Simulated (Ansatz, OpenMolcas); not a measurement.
## How basis sets differ on CH2BF3O (SMILES OC(F)B(F)F)

CH2BF3O: 8 atoms, total charge 0, spin state singlet. SMILES: `OC(F)B(F)F`. The shape is that of a PBE0-D4/def2-TZVP optimisation. This is one conformer, not always the lowest.

```xyz
8

O    -0.1973   -1.3239    0.4662
C     0.4465   -0.1641    0.0864
F     1.1667    0.3628    1.1467
B    -0.6735    0.8660   -0.3922
F    -1.2580    0.6891   -1.5560
F    -1.0230    1.8983    0.3330
H     0.4454   -2.0331    0.5664
H     1.1854   -0.3522   -0.7062
```

Quantity: the HOMO–LUMO gap, in eV. The values are calculated.

```json
{"level": "HF/ANO-R0 (sfX2C)", "kind": "Hartree–Fock", "program": "OpenMolcas", "value (eV)": "15.45", "CPU time": "5.1 s"}
{"level": "HF/ANO-RCC-MB (DKH2)", "kind": "Hartree–Fock", "program": "OpenMolcas", "value (eV)": "16.91", "CPU time": "3.2 s"}
{"level": "HF/STO-3G", "kind": "Hartree–Fock", "program": "Ansatz", "value (eV)": "17.74", "CPU time": "0.32 s"}
{"level": "HF/3-21G", "kind": "Hartree–Fock", "program": "OpenMolcas", "value (eV)": "17.08", "CPU time": "2.8 s"}
{"level": "HF/def2-SVP", "kind": "Hartree–Fock", "program": "OpenMolcas", "value (eV)": "17.04", "CPU time": "9.5 s"}
```

The values span 15.45 to 17.74 eV. A Hartree–Fock LUMO above zero doesn't converge with the basis: it sinks as sets grow more diffuse. Orbital gaps aren't excitation energies. CPU times are rough (shared hosts, several kinds of processor and program).

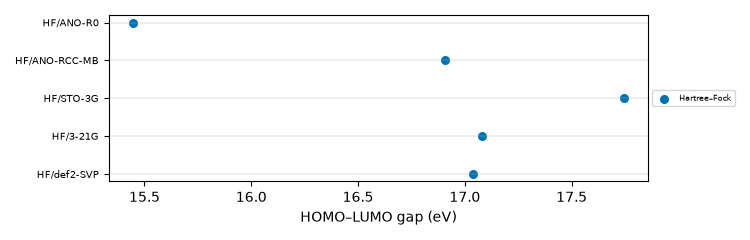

The values of the table, level by level.
